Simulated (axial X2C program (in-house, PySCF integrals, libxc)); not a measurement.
# BaH⁻: relativistic diatomic calculation

BaH⁻, single determinant with Ω = 0. Computed at this level: PBE0, two-component X2C with atomic mean-field Coulomb and Gaunt terms, Ba dyall-av3z, H dyall-av3z (cores contracted) (axial X2C program (in-house, PySCF integrals, libxc)).

What the run reported:

- outcome: converged; a filled level lies above zero
- bond length rₑ: 2.296 Å
- ωₑ: 1034 cm⁻¹
- energy at the minimum: −8131.73526 hartree
- depth below the fragments: 2.27 eV
- hardware: 1 CPU thread, shared host
- wall time: 3.4 s

What is odd here:

One thing in this input was made odd on purpose: coarse grid (nrad = 30.0) (nth = 10.0). The program ran to the end. Its numbers are those of the input as typed; this run alone doesn't show how far the oddity moves them. The highest filled level (PBE0, up to 0.32 eV) lies above zero. That is common for anions, where the functional's self-interaction leaves the outer electrons unbound; only the finite basis holds them, so such levels depend on it.

Input file:
```
{"zs": [56, 1], "q": -1, "bas": ["dyall-av3z", "dyall-av3z"], "levels": ["PBE0", "HF", "PBEsol", "B97-3"], "cc": false, "r0": 2.28, "npts": 10, "nst": 2, "ntry": 6, "opt": {"nrad": 30, "nth": 10}}
```

The line is the task of a batch: nuclear charges, charge, bases, the levels to run, a first guess of the distance and further settings. This report covers PBE0 with spin-orbit coupling. The log is that of the reference distance 2.31 Å.

Launched within a batch (the task file carries these settings):
```bash
python <driver script> task.json out
```

Log:
```
two-component X2C + atomic mean field  PBE0
basis functions 164  fitting functions 790  grid points 498
iter        total energy     max residual
   1      -8131.140648527     3.69e+00
   2      -8131.730904255     9.42e-03
   3      -8131.732979208     7.08e-03
   4      -8131.735211851     8.24e-04
   5      -8131.735246914     1.51e-04
   6      -8131.735248685     8.71e-05
   7      -8131.735248899     1.39e-05
   8      -8131.735248923     2.55e-06
   9      -8131.735248927     1.07e-06
  10      -8131.735248927     3.00e-07
converged
one-electron -11127.63036131  Coulomb 3188.41157827  exact exchange -49.31102289  xc functional -150.77247006  nuclear repulsion 12.82853845  atomic mean-field constant -5.26151138
```

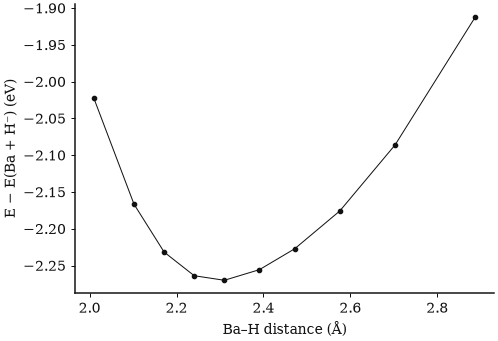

Energy at 10 bond lengths, for one set of occupations held fixed; the line joins the points. A polynomial of degree 6 through 9 points gives rₑ = 2.296 Å, ωₑ = 1034 cm⁻¹, ωₑxₑ = 86 cm⁻¹ and Bₑ = 3.196 cm⁻¹. The minimum lies 2.27 eV below Ba + H⁻, each computed as one determinant at the same level.
